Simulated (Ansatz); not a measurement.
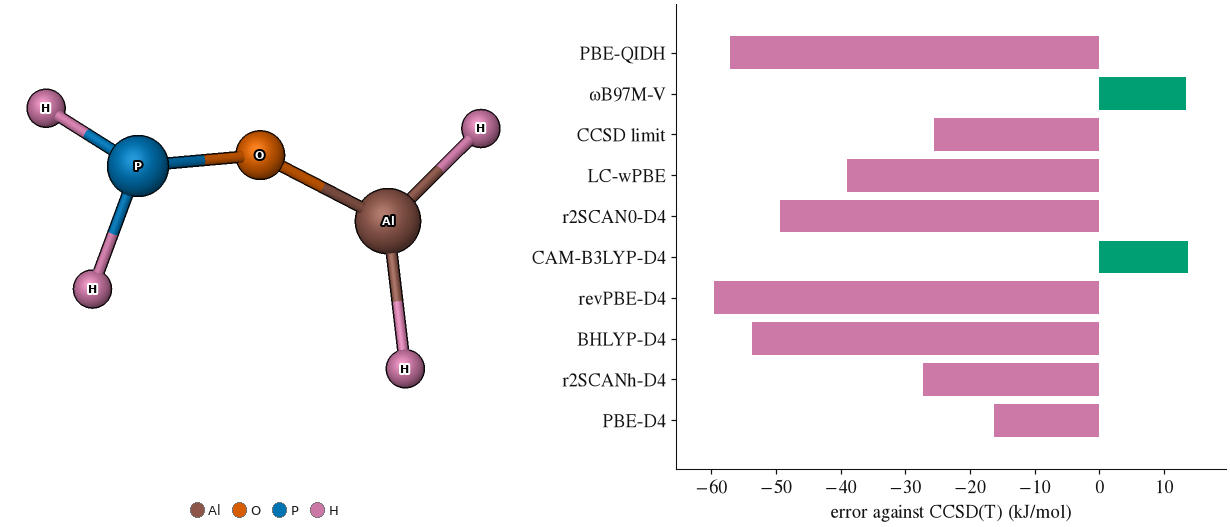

Error in the electronic atomisation energy (method less reference, so positive means overbinding) of AlPH₄O, SMILES [AlH2][O]P, singlet: functionals in def2-TZVPP against frozen-core CCSD(T) at the limit (MP2 extrapolated from triple and quadruple zeta, plus CCSD(T) less MP2 in a smaller set), which gives 2062.7 kJ/mol, at a PBE0-D4/def2-TZVP geometry (a minimum by its frequencies), no zero-point or spin-orbit term, the Ansatz code 0.2.0. The reference leaves out core correlation, a term that grows with the number of heavy atoms. PBE-QIDH holds a correlation term that converges slowly with the basis, so part of the distance to the limit is basis error. No dispersion term is added to PBE-QIDH and LC-wPBE. Limit means the basis limit.

> Which of these levels overbind, and which underbind?

Overbind: none clearly. Underbind: PBE-QIDH, CCSD limit, LC-wPBE, r2SCAN0-D4, revPBE-D4, BHLYP-D4, r2SCANh-D4 and PBE-D4. Within 15 kJ/mol of zero, too close to call in view of what the reference leaves out: ωB97M-V and CAM-B3LYP-D4.

> Give the values.

```csv
level,kJ/mol
PBE-QIDH,−57.0
ωB97M-V,13.4
CCSD limit,−25.6
LC-wPBE,−39.1
r2SCAN0-D4,−49.4
CAM-B3LYP-D4,13.7
revPBE-D4,−59.6
BHLYP-D4,−53.7
r2SCANh-D4,−27.3
PBE-D4,−16.2
```
